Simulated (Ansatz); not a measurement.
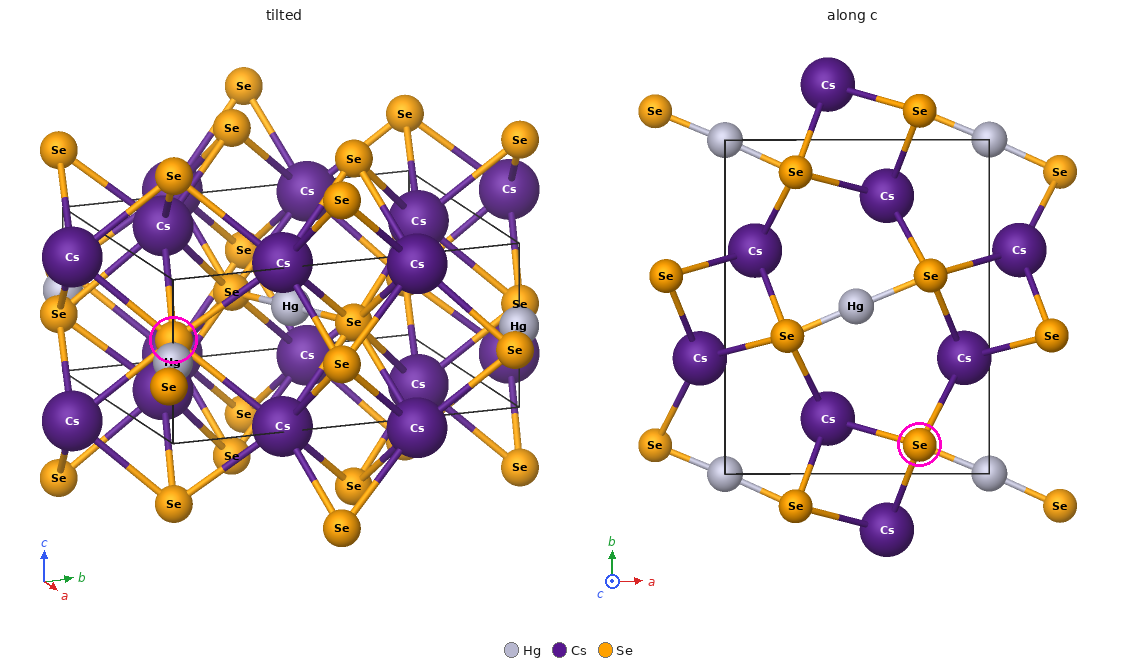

Drawn in the ball-and-stick manner and seen slightly off an axis and along the c axis. The wireframe shows the unit cell. Bonded atoms from the next cells complete the picture.

The bonds drawn are Cs–Se up to 4.60 Å, Hg–Se up to 3.03 Å (cut-off distances).

The composition is Cs2HgSe2.

> To which atoms is each Hg bonded?

Each Hg has two Se in a nearly linear arrangement.

> Which atom does the ring mark, and what are its neighbours?

It is a selenium atom, bonded to six Cs and one Hg.

> In how many dimensions do the bonds extend?

With all bonds counted the structure is a three-dimensional framework. Leaving out the bonds to Cs, what remains is separate HgSe2 groups.

The picture shows a known structure type with the cell strained and the atoms shaken on purpose; the geometry isn't optimised. It was the input of a calculation with Ansatz.

At this level of theory the cell isn't at rest (forces up to 1.7 eV/Å), so its distances can differ from those at equilibrium, the more so the softer the solid.
